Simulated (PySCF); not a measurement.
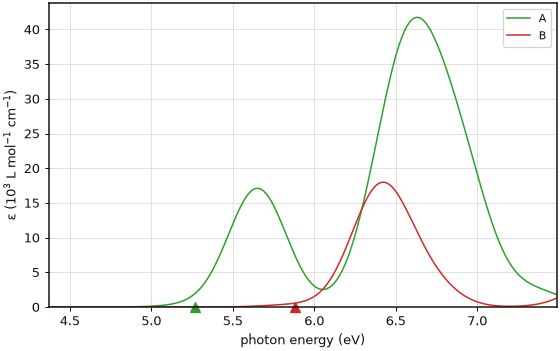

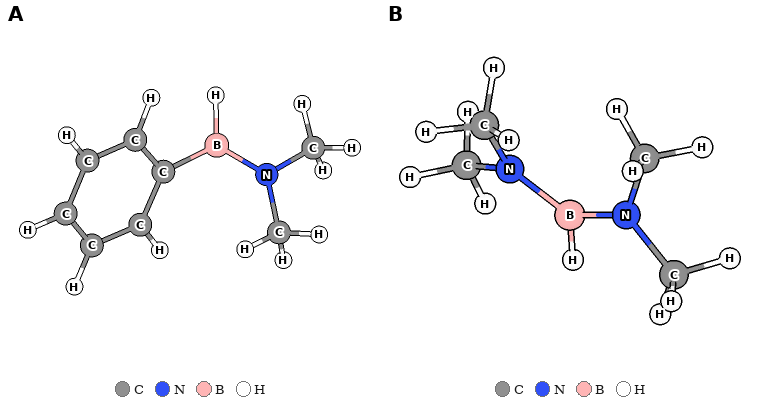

Related molecules: A is C₈H₁₂BN, SMILES CN(C)Bc1ccccc1; B is C₄H₁₃BN₂, SMILES CN(C)BN(C)C. Vertical TDDFT absorption, ωB97X-D/def2-SVPD, PySCF, at a PBE0-D3(BJ)/def2-SVP geometry (no frequency check); Gaussians of 1/e half-width 0.25 eV, triangles mark S1, and the range ends where the computed states of one molecule run out.

How does the lowest singlet move?

Answer. A: 5.27 eV (f = 0.005, mainly HOMO−1 → LUMO (54 %)); B: 5.88 eV (f = 0.005, mainly HOMO → LUMO (92 %)). From A to B it shifts 0.61 eV to the blue; the leading orbital pair differs.

And the brightest state of each within the range drawn?

Answer. A: S4 at 6.64 eV, f = 0.30; B: S2 at 6.40 eV, f = 0.26.

Limits of at least one run: core orbitals are frozen in the response; one conformer of a flexible molecule; states above the negative HOMO energy depend on the basis.
